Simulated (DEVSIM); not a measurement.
Device: illuminated Si p-on-n cell, one wavelength, with a back-surface field, at 300 K.

```
layer (left to right)  material  thickness (μm)  Nd (cm⁻³)  Na (cm⁻³)   τn (s)   τp (s)  absorption coefficient (cm⁻¹)
---------------------  --------  --------------  ---------  ---------  -------  -------  -----------------------------
1                            Si          0.0840          -     2.3e18   7.2e-5   1.2e-5                          24000
2                            Si             200     6.3e15          -  0.00019  0.00019                          24000
3                            Si           0.220       1e18          -  0.00019  0.00019                          24000
```

Left contact: ohmic, minority electron recombination velocity 20000 cm/s. Right contact: ohmic, minority hole recombination velocity 2e5 cm/s. Voltage is applied to the left contact. Recombination: SRH at mid-gap, radiative, Auger. Gap narrowing is on: ΔEg = 6.92 meV × (l + √(l² + 0.5)), l = ln(N/1.3e17 cm⁻³), shared equally by both band edges. Light enters at the left, 2.3e16 photons cm⁻² s⁻¹, one pass, no reflection. Mobility is constant in doping.

The device is made up for the run: typed textbook-type constants, with dimensions and the other settings drawn at random. Values at 300 K.

| parameter | Si |
|---|---|
| gap (eV) | 1.124 |
| affinity (eV) | 4.05 |
| permittivity | 11.7 |
| Nc (cm⁻³) | 2.86e19 |
| Nv (cm⁻³) | 3.1e19 |
| μn (cm²/Vs) | 1417 |
| μp (cm²/Vs) | 470 |
| B (cm³/s) | 4.7e-15 |
| Cn (cm⁶/s) | 2.8e-31 |
| Cp (cm⁶/s) | 9.9e-32 |

DEVSIM, 1D drift-diffusion, Boltzmann statistics, complete ionisation; no tunnelling, impact ionisation, image-force lowering or self-heating.

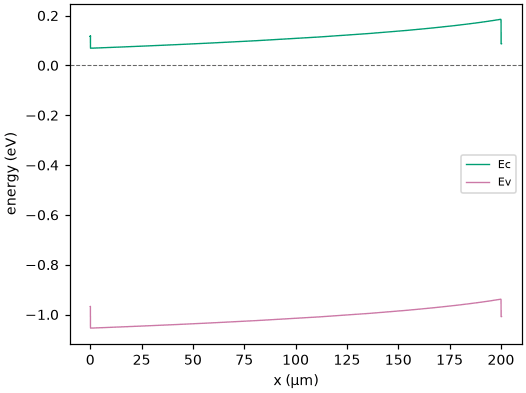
Band edges at 0.9 V on the left contact, in the dark

Energies count from the Fermi level of the right contact; mesh points crowd at the junctions.

```csv
x (μm),Ec (eV),Ev (eV),n (cm⁻³),p (cm⁻³),field (V/cm)
0.000,0.116,-0.967,1.4e16,2.3e18,470
0.03078,0.117,-0.967,1.4e16,2.3e18,≈ 0
0.06707,0.117,-0.967,1.4e16,2.3e18,-140
0.09466,0.086,-1.038,4.5e16,1.5e17,-17000
0.1933,0.069,-1.054,8.6e16,7.9e16,≈ 0
0.4297,0.069,-1.054,8.5e16,7.9e16,≈ 0
1.086,0.069,-1.054,8.5e16,7.9e16,≈ 0
4.003,0.070,-1.053,8.4e16,7.8e16,≈ 0
11.00,0.073,-1.051,8.2e16,7.6e16,≈ 0
29.19,0.079,-1.045,7.7e16,7.1e16,≈ 0
80.87,0.099,-1.024,6.1e16,5.5e16,≈ 0
166.9,0.151,-0.973,3.4e16,2.8e16,≈ 0
188.1,0.171,-0.953,2.7e16,2.0e16,11
195.8,0.180,-0.944,2.4e16,1.7e16,13
199.0,0.184,-0.939,2.2e16,1.6e16,13
199.7,0.185,-0.938,2.2e16,1.6e16,14
200.0,0.185,-0.938,2.2e16,1.6e16,-68
200.1,0.171,-0.952,3.8e16,8.9e15,-7000
200.1,0.087,-1.008,9.8e17,1.0e15,-1100
200.2,0.087,-1.008,1.0e18,9.3e14,≈ 0
200.2,0.087,-1.008,1.0e18,8.2e14,≈ 0
200.3,0.087,-1.008,1.0e18,7.5e14,44
```
